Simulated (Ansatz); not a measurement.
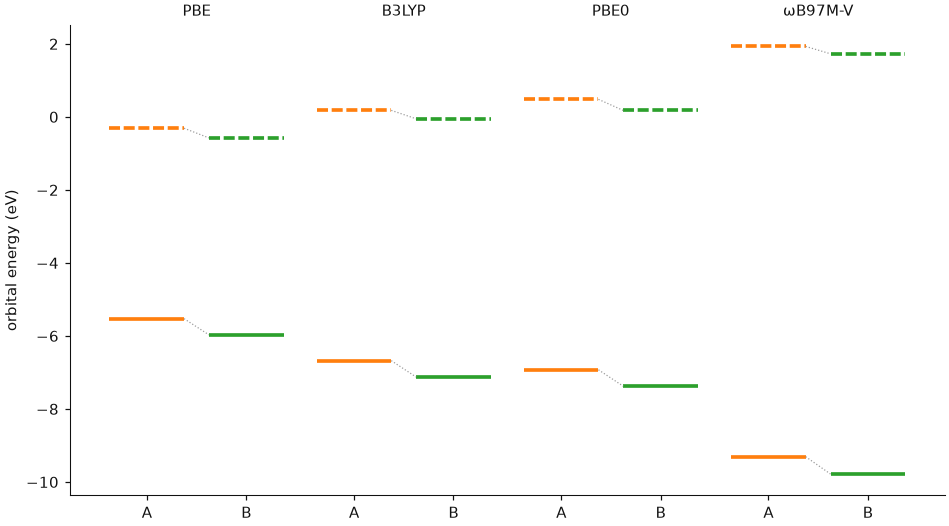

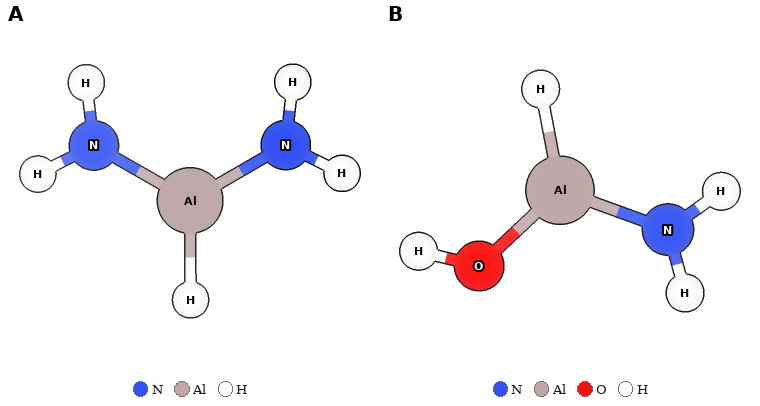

One change: A, AlN₂H₅ (SMILES [NH2][AlH][NH2]), becomes B, AlNH₄O (SMILES [NH2][AlH][OH]). NH₂ on Al is replaced by OH. HOMO (solid) and LUMO (dashed) computed in def2-TZVPP at PBE0-D4/def2-TZVP geometries, both minima by their frequencies, gas phase, the Ansatz code. Empty levels above zero depend strongly on the basis.

### What does the change do to HOMO and LUMO?

PBE: the HOMO falls by 0.44 eV, the LUMO falls by 0.27 eV, and the separation goes from 5.22 to 5.39 eV. B3LYP: the HOMO falls by 0.45 eV, the LUMO falls by 0.23 eV, and the separation goes from 6.85 to 7.07 eV. PBE0: the HOMO falls by 0.45 eV, the LUMO falls by 0.30 eV, and the separation goes from 7.41 to 7.55 eV. ωB97M-V: the HOMO falls by 0.48 eV, the LUMO falls by 0.20 eV, and the separation goes from 11.24 to 11.51 eV.

### Do the functionals agree on the effect?

They agree on the direction for both levels; the HOMO shift lies between −0.48 and −0.44 eV and the LUMO shift between −0.30 and −0.20 eV, while the separations themselves differ by up to 6.1 eV between functionals.
